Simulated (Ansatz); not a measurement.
# A hypothetical structure for Gd3AlB, part 2 of 2

Starting from a made-up structure for Gd3AlB, the aim is the relaxed cell, its shortest contacts and, where a second run follows, its electronic structure.

Ansatz 0.2.0; DFT, PBEsol, plane-wave PAW, default files, scalar-relativistic, ferromagnetic start, cell and ions relaxed at zero pressure (the session's first sound run).

So far: Starting point; Relaxing cell and atoms. The relaxed cell has a = 4.970 Å (conventional setting).

### 3. Bands of the relaxed cell

A second self-consistent run takes a narrower smearing and the mesh shown in its input; the bands follow along the standard path of the relaxed lattice.

This step: DFT, PBEsol, plane-wave PAW, default files, scalar-relativistic, ferromagnetic start, bands and density of states at the relaxed cell (Ansatz 0.2.0).

Contents of input.yaml:

```yaml
crystal:
  lattice:
    - [4.9701516933, 0.0, 0.0]
    - [0.0, 4.9701516933, 0.0]
    - [0.0, 0.0, 4.9701516933]
  atoms:
    - { symbol: Gd, position: [0.0, 0.0, 0.5], spin: 6.9 }
    - { symbol: Gd, position: [0.0, 0.5, 0.0], spin: 6.9 }
    - { symbol: Gd, position: [0.5, 0.0, 0.0], spin: 6.9 }
    - { symbol: Al, position: [0.5, 0.5, 0.5] }
    - { symbol: B, position: [0.0, 0.0, 0.0] }
magnetization:
  spin_polarized: true
kpoints:
  mp_grid: { grid: [6, 6, 6] }
  band_path:
    path:
      - [[0.0, 0.0, 0.0], [0.0, 0.5, 0.0], [0.5, 0.5, 0.0], [0.0, 0.0, 0.0], [0.5, 0.5, 0.5], [0.0, 0.5, 0.0]]
      - [[0.5, 0.5, 0.0], [0.5, 0.5, 0.5]]
    npoints: 13
scf:
  occupations: { method: fermi_dirac, width: 0.03 }
  n_extra_bands: 20
hamiltonian:
  xc: pbesol
  pseudopotentials: { kind: paw }
output:
  forces: true
  stress: true
  write_bands: true
  dos: { projected: true }
  write_density: true
  write_potential: true
  elf: true
  volumetric_format: npy
```

On the command line:

```
$ ansatz run input.yaml --threads 4 --pin off --max-ram 10240MiB --backend cpu --events-out ev --progress --plain --runs-dir out
```

Numbers of over 12 decimals in the logs are rounded to 6 here.

The program printed:

```text
Gd: projections on atomic orbitals take those of the free atom [Kr 4d10] 4f7 5s2 5p6 5d1 6s2, of charge +0.00 (hamiltonian.pseudopotentials.projection_atoms); the dataset's partial waves leave at most 2.5e-4 of an orbital's norm unspanned inside its sphere
[...]
Crystal: 5 atoms, lattice volume = 122.775 Å³
Basis set: ecut = 420 eV, 2373 PW (Γ), exchange–correlation on 72×72×72 points (8 copies of the dense FFT grid, shifted against one another)
Bands: 50, of which v1, the nominal top of the filled ones, is band 30 counted from 1 (29 counted from 0)
Symmetry: 48 space group operations
[...]
k-points: 20 of 216
[...]
Starting moments: Σ|m| = 20.7 μB on 3 of 5 sites
[...]
SCF iter   1: F=—  HF=-28363.925666 eV  |F-HF|=—  |Δ(HF+E_count)|=         —  Δρ=4.52e-2 (↑3.20e-2 ↓4.52e-2)  dr2=1.64e1  dr2_m=4.27e-1  M=21.825 μB ∫|m|=21.850 μB  β_m=0.30  ethr=3.10e-3  ⟨swp⟩=6.0  Hψ=7255  notcnv=0
[...]
SCF iter  10: F=-28361.711801 eV  HF=-28361.711801 eV  |F-HF|=4.87e-10  |Δ(HF+E_count)|=   2.03e-8  Δρ=1.52e-6 (↑9.67e-7 ↓1.52e-6)  dr2=4.89e-9  dr2_m=1.06e-9  M=21.730 μB ∫|m|=21.860 μB  ethr=1.67e-10  ⟨swp⟩=14.6  Hψ=14364  notcnv=0
SCF 1 converged in 10 iterations: F = -28361.711801 eV  dr2 = 4.89e-9
[...]
NSCF: frozen V_eff on 80 k-points
SCF converged after 10 iterations
Magnetization: 21.7301 μB (40.8650 up, 19.1350 down)
Absolute magnetization: 21.8597 μB (∫|ρ↑−ρ↓|, with the PAW one-centre terms)
[...]
Per-site moments (μB) at R_I (Å): [(6.891057, 1.025094), (6.891057, 1.025094), (6.891057, 1.025094), (0.014154, 1.449702), (-0.051355, 1.025094)]
Free energy (F): -28361.711801 eV
[...]
Internal energy: -28361.696453 eV  (E = F + TS)
E sigma→0 (E₀):  -28361.704127 eV
Entropy (-TS):   -0.015349 eV (-3.070 meV/atom)
Fermi energy:    10.699973 eV
[...]
--- Stress (GPa, compression-positive) ---
        0.006800       0.000000       0.000000
       -0.000000       0.006800       0.000000
        0.000000       0.000000       0.006800
  P = ⅓ Tr σ = 0.0068 GPa (0.068 kbar)
--- Band table (eV; the first three rows and the last of 40) ---
  k-point 0 ↑: bands = [... 26 lower, 6.7869, 6.8353, 6.8353, 6.8608, 6.8608, 6.8608, 6.8834, 6.8834, ... 16 higher]
  k-point 1 ↑: bands = [... 26 lower, 6.7842, 6.8241, 6.8353, 6.8590, 6.8590, 6.8764, 6.8764, 6.8774, ... 16 higher]
  k-point 2 ↑: bands = [... 26 lower, 6.7815, 6.7975, 6.8351, 6.8466, 6.8466, 6.8669, 6.8669, 6.8700, ... 16 higher]
  k-point 19 ↓: bands = [... 26 lower, 11.8460, 11.8460, 11.9336, 11.9336, 11.9336, 12.0843, 12.0843, 12.1019, ... 16 higher]
```

The job ended after 8.1 s (4 threads of Intel Xeon Platinum 8488C (Sapphire Rapids), shared host; peak memory 0.79 GiB).

Numbers from this step:

```yaml
free_energy: -28361.7118 eV
energy_at_zero_smearing: -28361.7041 eV
smearing_term_ts: 0.01535 eV
fermi_energy: 10.70 eV
magnetization: 21.73 μB
absolute_magnetization: 21.86 μB
site_moments: 6.891, 6.891, 6.891, 0.01415, -0.05136 μB
pressure: 0.006800 GPa
```

From bands.tsv, the bands that come nearest the Fermi level along the path, at its corners, in eV from the Fermi level:

```
point  band_39_up  band_40_up  band_41_up  band_15_dn  band_16_dn  band_17_dn  band_18_dn  band_19_dn
    Γ       -0.47        0.69        0.69       -0.15        0.33        0.33        0.33        0.42
    X        0.01        0.01        0.03       -1.35       -0.02       -0.02        0.17        0.17
    M       -0.80       -0.69        1.54       -2.33       -0.63       -0.63       -0.38       -0.23
    Γ       -0.47        0.69        0.69       -0.15        0.33        0.33        0.33        0.42
    R       -0.08       -0.08        1.40       -2.58       -2.58        0.17        0.17        0.17
    X        0.01        0.01        0.03       -1.35       -0.02       -0.02        0.17        0.17
    M       -0.80       -0.69        1.54       -2.33       -0.63       -0.63       -0.38       -0.23
    R       -0.08       -0.08        1.40       -2.58       -2.58        0.17        0.17        0.17
```

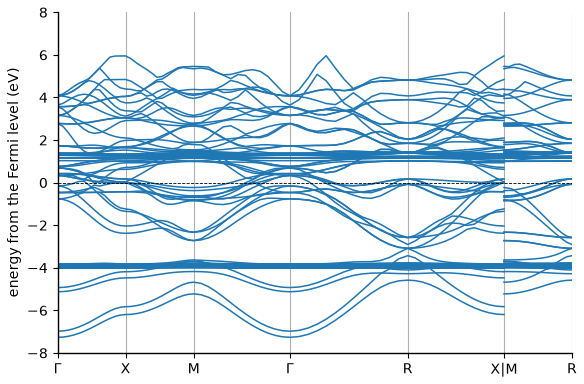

Bands along the path. 24 bands lie wholly below the window drawn.

States per cell as run, both spins, in windows of 1 eV, from dos.tsv (zero at the Fermi level):

```
from  to  total
  -8  -7   0.01
  -7  -6   0.58
  -6  -5   1.12
  -5  -4   3.36
  -4  -3  19.92
  -3  -2   1.55
  -2  -1   2.79
  -1   0   6.76
   0   1   4.75
   1   2  21.10
   2   3   4.77
```

Below -8 eV lie 24.0 more states.

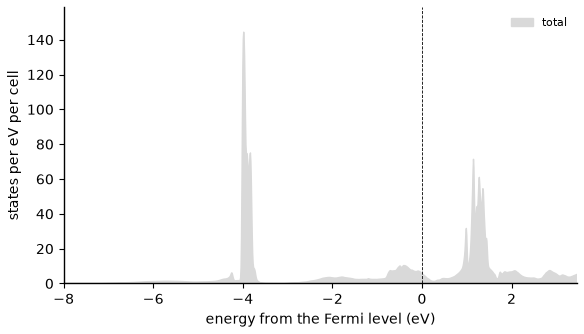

Total density of states, smoothed over about 0.04 eV.

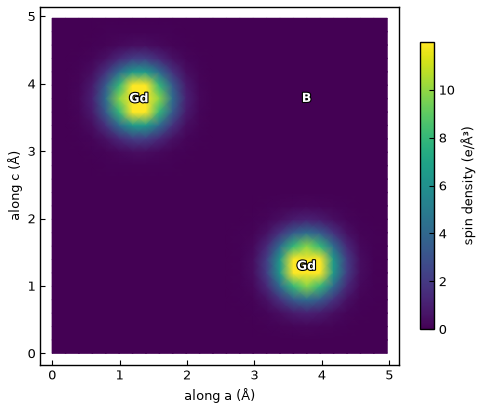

Spin density in the ac plane at fractional y = 0.000, with atoms of Gd and B within 0.2 Å of it. The map starts off the cell's origin, so that atoms lie inside it.

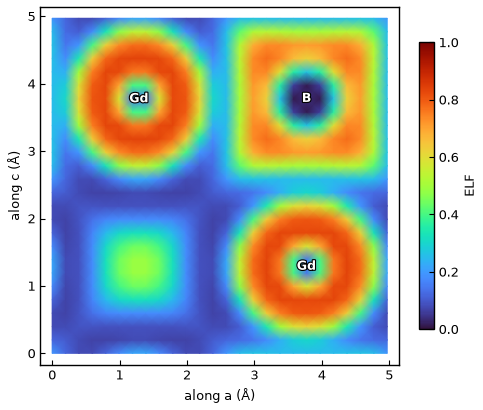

ELF in the ac plane at fractional y = 0.000, with atoms of Gd and B within 0.2 Å of it. It is the smooth field of the valence electrons, not physical close to the nuclei. The map starts off the cell's origin, so that atoms lie inside it.

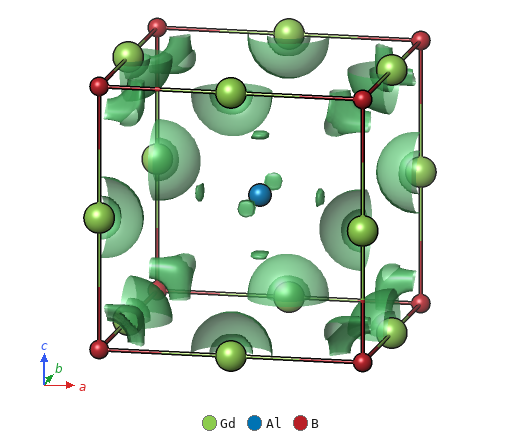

Surface of ELF = 0.76.

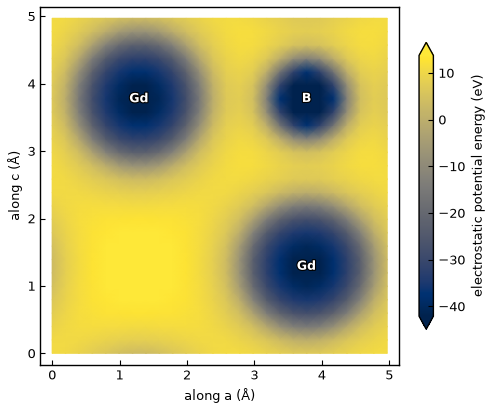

Electrostatic potential energy in the ac plane at fractional y = 0.000, with atoms of Gd and B within 0.2 Å of it. With pseudopotentials it is smooth inside the atoms' cores, unlike the true potential. The map starts off the cell's origin, so that atoms lie inside it.

### 4. Summary of results

| Property | Result |
| --- | --- |
| space group, relaxed | Pm-3m |
| conventional cell | a = 4.970, b = 4.970, c = 4.970 Å; α = 90.0°, β = 90.0°, γ = 90.0° |
| volume per atom | 24.55 Å³ (guess 23.27) |
| total moment | 21.71 μB in the cell of 5 atoms |

**Reading.** Gd3AlB relaxes to Pm-3m with a = 4.970, b = 4.970 and c = 4.970 Å. The guessed volume was 5 % too small. The space group Pm-3m was held in the relaxation, so the end point is a stationary structure within it and may be a saddle against distortions or other arrangements. The input starts from parallel moments, and no other start was typed. The f shell may be open and has no Hubbard U, so its place in energy and the volume are uncertain. Bands cross the Fermi level, so it is a metal or semimetal at this level. On the 6×6×6 mesh with the narrower smearing (relaxed on 6×6×6) the forces vanish, as symmetry may demand, and the largest stress component is 0.007 GPa, within the relaxation's thresholds of 0.015 eV/Å and 0.05 GPa. The cutoff wasn't tested. Spin-orbit coupling is left out, which can matter for elements this heavy. No dispersion term is used, so weakly bound directions may come out too long. Nothing here tests whether the compound is stable against decomposition.

[Logs are printed without paths, hosts, clocks, repeated set-up lines and the standing remarks that a program may print on its own settings, such as how far it seeks lower states.]

[Hosts, paths, dates, database ids (printed as entryN), source tags and the programs' standing remarks are cut or masked in the printed files.]
